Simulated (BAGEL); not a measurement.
# singlet InNH2Cl+: a chain of runs

Wanted: the energy (singlet InNH2Cl+, HF/x2c-SVPall), then the energy (doublet InNH2Cl, NEVPT2(3,3)/x2c-SVPall), then a single-point energy (doublet InNH2Cl, CASPT2(3,3)/x2c-SVPall) of ClH2InN. 

The calculation is run with BAGEL 1.2.2.

### 1 The structure to begin with

InNH2Cl+ has 5 atoms, charge +1, and is taken as a singlet. As SMILES of the parent species, `[NH2][In][Cl]`. The N1–H4 distance was set to 1.623 Å, away from the relaxed value. That shape belongs to the parent species and isn't relaxed for this state. At this shape a bond of the SMILES string is far longer than usual.

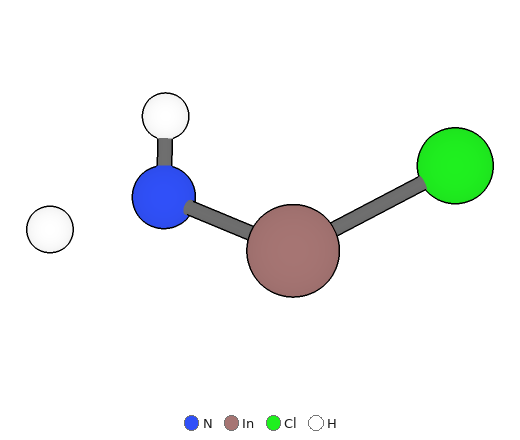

The structure, seen from a chosen angle (nitrogen blue, indium brown, chlorine green, hydrogen white).

### 2 A single-point energy at HF/x2c-SVPall (DKH2, density fitting with AutoAux) (run 1)

hf.json reads:

```json
{ "bagel": [

{
  "title": "molecule",
  "basis": "x2c-svpall.json",
  "df_basis": "x2c-svpall-autoaux.json",
  "angstrom": true,
  "dkh": true,
  "geometry": [
    { "atom": "N", "xyz": [       0.371636,       0.523493,      -0.336227 ] },
    { "atom": "In", "xyz": [       0.102636,      -1.502907,       0.004373 ] },
    { "atom": "Cl", "xyz": [       1.905736,      -2.496607,       1.176373 ] },
    { "atom": "H", "xyz": [      -0.999700,       1.283800,      -0.756700 ] },
    { "atom": "H", "xyz": [       0.726536,       0.978093,       0.501473 ] }
  ]
},

{
  "title": "hf",
  "charge": 1
},

{
  "title": "print",
  "file": "orbitals.molden",
  "orbitals": true
}

]}
```

The basis set x2c-SVPall is read from a file made from the Basis Set Exchange's data (not shown).

Started as:

```sh
$ BAGEL_NUM_THREADS=1 BAGEL hf.json > hf.out
```

Output:

```text
* using 1 threads per process

  ===============================================================
  ===============================================================

  *** Geometry ***

  { "atom" : "N", "xyz" : [      0.702290,      0.989258,     -0.635377 ] },
  { "atom" : "In", "xyz" : [      0.193954,     -2.840083,      0.008264 ] },
  { "atom" : "Cl", "xyz" : [      3.601319,     -4.717903,      2.223023 ] },
  { "atom" : "H", "xyz" : [     -1.889159,      2.426030,     -1.429956 ] },
  { "atom" : "H", "xyz" : [      1.372954,      1.848328,      0.947647 ] },

  Number of auxiliary basis functions:      688

  Since a DF basis is specified, we compute 2- and 3-index integrals:
    o Being stored without compression. Storage requirement is 0.033 GB

  Number of basis functions:       78
  Number of electrons      :       75

    * METHOD: MOLECULE                             0.23

  *** RHF ***

  === Nuclear Repulsion ===
   319.2961117710

      * DIIS with orbital gradients will be used.

  === RHF iteration (x2c-svpall.json) ===
      0      -6391.95169450          0.01737496           0.09
      1      -6391.97667227          0.01878035           0.08
      2      -6392.12446138          0.00150132           0.08
      3      -6392.12646012          0.00069224           0.08
      4      -6392.12691028          0.00015335           0.08
      5      -6392.12694738          0.00004500           0.08
      6      -6392.12695202          0.00001457           0.08
      7      -6392.12695263          0.00000548           0.08
      8      -6392.12695273          0.00000257           0.08
      9      -6392.12695275          0.00000133           0.08
     10      -6392.12695275          0.00000070           0.08
     11      -6392.12695275          0.00000031           0.08
     12      -6392.12695275          0.00000016           0.09
     13      -6392.12695275          0.00000008           0.09
     14      -6392.12695275          0.00000004           0.08
     15      -6392.12695275          0.00000002           0.08
     16      -6392.12695275          0.00000001           0.08
    * SCF iteration converged.

    * Permanent dipole moment:
           (    2.258022,    -0.547921,     0.776921) a.u.

    * METHOD: HF                                   1.68

    * METHOD: PRINT                                0.01

  ===============================================================
```

It took 2.1 s on 1 thread of AMD EPYC 9R45 (Zen 5), shared host; peak memory 0.17 GiB.

### 3 Doublet neutral InNH2Cl: a single-point energy at NEVPT2(3,3)/x2c-SVPall (DKH2, density fitting with AutoAux) (run 2)

input.json reads:

```json
{ "bagel" : [

{
  "title" : "molecule",
  "basis" : "x2c-svpall.json",
  "df_basis" : "x2c-svpall-autoaux.json",
  "angstrom" : true,
  "dkh" : true,
  "geometry" : [
    { "atom" : "N", "xyz" : [       0.371636,       0.523493,      -0.336227 ] },
    { "atom" : "In", "xyz" : [       0.102636,      -1.502907,       0.004373 ] },
    { "atom" : "Cl", "xyz" : [       1.905736,      -2.496607,       1.176373 ] },
    { "atom" : "H", "xyz" : [      -0.999700,       1.283800,      -0.756700 ] },
    { "atom" : "H", "xyz" : [       0.726536,       0.978093,       0.501473 ] }
  ]
},

{
  "title" : "hf",
  "charge" : 1
},

{
  "title" : "casscf",
  "nstate" : 1,
  "nact" : 3,
  "nclosed" : 36,
  "nspin" : 1,
  "active" : [34, 38, 40],
  "maxiter" : 200,
  "natocc" : true
},

{
  "title" : "nevpt2",
  "nstate" : 1,
  "nact" : 3,
  "nclosed" : 36,
  "nspin" : 1,
  "active" : [34, 38, 40],
  "maxiter" : 200,
  "natocc" : true,
  "ncore" : 24
},

{
  "title" : "print",
  "file" : "orbitals.molden",
  "orbitals" : true
}

]}
```

The basis set x2c-SVPall is read from a file made from the Basis Set Exchange's data (not shown).

Started as:

```sh
$ BAGEL_NUM_THREADS=1 BAGEL input.json > input.out
```

Output:

```text
* using 1 threads per process

  ===============================================================
  ===============================================================

  *** Geometry ***

  { "atom" : "N", "xyz" : [      0.702290,      0.989258,     -0.635377 ] },
  { "atom" : "In", "xyz" : [      0.193954,     -2.840083,      0.008264 ] },
  { "atom" : "Cl", "xyz" : [      3.601319,     -4.717903,      2.223023 ] },
  { "atom" : "H", "xyz" : [     -1.889159,      2.426030,     -1.429956 ] },
  { "atom" : "H", "xyz" : [      1.372954,      1.848328,      0.947647 ] },

  Number of auxiliary basis functions:      688

  Since a DF basis is specified, we compute 2- and 3-index integrals:
    o Being stored without compression. Storage requirement is 0.033 GB

  Number of basis functions:       78
  Number of electrons      :       75

    * METHOD: MOLECULE                             0.22

  *** RHF ***

  === Nuclear Repulsion ===
   319.2961117710

      * DIIS with orbital gradients will be used.

  === RHF iteration (x2c-svpall.json) ===
      0      -6391.95169450          0.01737496           0.09
      1      -6391.97667227          0.01878035           0.08
      2      -6392.12446138          0.00150132           0.08
[... 13 lines of this table left out ...]
     16      -6392.12695275          0.00000001           0.08
    * SCF iteration converged.

    * Permanent dipole moment:
           (    2.258022,    -0.547921,     0.776921) a.u.

    * METHOD: HF                                   1.67

  ---------------------------
      CASSCF calculation
  ---------------------------

    ==== Active orbitals : =====
         Orbital 34
         Orbital 38
         Orbital 40
    ============================

    * nstate   :      1
    * nclosed  :     36
    * nact     :      3
    * nvirt    :     39
  === CASSCF iteration (x2c-svpall.json) ===

    * Using the second-order algorithm

      0  0     -6392.40924856     9.01e-03      0.02

      1  0     -6392.46575318     2.96e-03      0.42
[... 19 lines of this table left out ...]
     11  0     -6392.47441823     8.71e-09      0.37

    * Second-order optimization converged. *

     guess   0:   closed 1..                  open .1.

  === FCI iteration ===

      0  0     -6392.42513115     6.04e-02      0.00
      1  0     -6392.47421857     3.33e-03      0.00
      2  0     -6392.47440907     5.38e-04      0.00
[... 4 lines of this table left out ...]
      7  0 *   -6392.47441823     1.14e-15      0.00

     * ci vector, state   0, <S^2> = 0.7500
       2a.    -0.9648203844
       .a2    -0.2618944905

    * METHOD: CASSCF                               4.83

    * freezing 24 orbitals

  === DF-NEVPT2 calculation ===

    * 3-index integral transformation done
    * assembly done

      NEVPT2 correlation energy:   -0.3665728755      0.07

          (+0)     -0.2492666701
          (+0)'    -0.0392813823
          (+1)     -0.0183980650
          (+1)'    -0.0047470587
          (+2)     -0.0006226318
          (-1)     -0.0463747947
          (-1)'    -0.0032192176
          (-2)     -0.0046630553

      NEVPT2 total energy:       -6392.8409911058

    * METHOD: NEVPT2                               0.20

    * METHOD: PRINT                                0.01

  ===============================================================
```

It took 7.2 s on 1 thread of AMD EPYC 9R45 (Zen 5), shared host; peak memory 0.18 GiB.

### 4 Doublet neutral InNH2Cl: a single-point energy at CASPT2(3,3)/x2c-SVPall (DKH2, density fitting with AutoAux) (run 3)

Changes to input.json since step 3:

```diff
@@ -6,4 +6,4 @@
   "df_basis" : "x2c-svpall-autoaux.json",
-  "angstrom" : true,
-  "dkh" : true,
+  "angstrom" : "true",
+  "dkh" : "true",
   "geometry" : [
@@ -27,2 +27,3 @@
   "nclosed" : 36,
+  "charge" : 0,
   "nspin" : 1,
@@ -30,15 +31,3 @@
   "maxiter" : 200,
-  "natocc" : true
-},
-
-{
-  "title" : "nevpt2",
-  "nstate" : 1,
-  "nact" : 3,
-  "nclosed" : 36,
-  "nspin" : 1,
-  "active" : [34, 38, 40],
-  "maxiter" : 200,
-  "natocc" : true,
-  "ncore" : 24
+  "natocc" : "true"
 },
@@ -48,3 +37,14 @@
   "file" : "orbitals.molden",
-  "orbitals" : true
+  "orbitals" : "true"
+},
+
+{
+  "title" : "smith",
+  "method" : "caspt2",
+  "ms" : "true",
+  "xms" : "true",
+  "sssr" : "true",
+  "shift" : 0.2,
+  "shift_imag" : "true",
+  "ncore" : 24
 }
```

The basis set x2c-SVPall is read from a file made from the Basis Set Exchange's data (not shown).

Started as:

```sh
$ BAGEL_NUM_THREADS=1 BAGEL input.json > input.out
```

Output:

```text
* using 1 threads per process

  ===============================================================
  ===============================================================

  *** Geometry ***

  { "atom" : "N", "xyz" : [      0.702290,      0.989258,     -0.635377 ] },
  { "atom" : "In", "xyz" : [      0.193954,     -2.840083,      0.008264 ] },
  { "atom" : "Cl", "xyz" : [      3.601319,     -4.717903,      2.223023 ] },
  { "atom" : "H", "xyz" : [     -1.889159,      2.426030,     -1.429956 ] },
  { "atom" : "H", "xyz" : [      1.372954,      1.848328,      0.947647 ] },

  Number of auxiliary basis functions:      688

  Since a DF basis is specified, we compute 2- and 3-index integrals:
    o Being stored without compression. Storage requirement is 0.033 GB

  Number of basis functions:       78
  Number of electrons      :       75

    * METHOD: MOLECULE                             0.23

  *** RHF ***

  === Nuclear Repulsion ===
   319.2961117710

      * DIIS with orbital gradients will be used.

[... 6 lines left out ...]
    * SCF iteration converged.
[... 1 line left out ...]
    * Permanent dipole moment:
[... 28 lines left out ...]
    * Second-order optimization converged. *
[... 11 lines left out ...]
     * ci vector, state   0, <S^2> = 0.7500
[... 16 lines left out ...]
    * Zeroth order energy : state  0       -0.9483774904
[... 3 lines left out ...]
      -------------------------------------------  CASPT2 iteration  ---------------------------------------------------
       #      aibj      arbs      arbi      airj      risj      airs      arst      rist         Etot      error   time
      ------------------------------------------------------------------------------------------------------------------

       0  -0.24776  -0.00566  -0.04838  -0.01985  -0.00084  -0.02495  -0.00103  -0.00146   -0.3499318  0.0013766   0.02
       1  -0.24783  -0.00568  -0.04847  -0.01992  -0.00087  -0.02523  -0.00106  -0.00153   -0.3505904  0.0001904   0.02
       2  -0.24784  -0.00568  -0.04846  -0.01992  -0.00087  -0.02524  -0.00106  -0.00153   -0.3506070  0.0000363   0.02
       3  -0.24784  -0.00568  -0.04846  -0.01992  -0.00087  -0.02524  -0.00106  -0.00153   -0.3506075  0.0000063   0.02
       4  -0.24784  -0.00568  -0.04846  -0.01992  -0.00087  -0.02524  -0.00106  -0.00153   -0.3506076  0.0000011   0.02
       5  -0.24784  -0.00568  -0.04846  -0.01992  -0.00087  -0.02524  -0.00106  -0.00153   -0.3506076  0.0000002   0.02

      ------------------------------------------------------------------------------------------------------------------

    * CASPT2 energy : state  0    -6392.8277662104
        w/o shift correction      -6392.8250257958
        reference weight              0.8800346650

    * METHOD: SMITH                                0.31

  ===============================================================
```

Run time: 7.5 s. Hardware: 1 thread of AMD EPYC 9R45 (Zen 5), shared host; peak memory 0.19 GiB.

### 5 What came out

```
                                    quantity           value
          run 1, HF/x2c-SVPall: total energy  -6392.12695 Eh
           run 1, HF/x2c-SVPall: HOMO energy       -16.25 eV
           run 1, HF/x2c-SVPall: LUMO energy        -7.49 eV
         run 1, HF/x2c-SVPall: HOMO–LUMO gap         8.76 eV
doublet neutral InNH2Cl, run 2: total energy  -6392.84099 Eh
doublet neutral InNH2Cl, run 3: total energy  -6392.82777 Eh
```
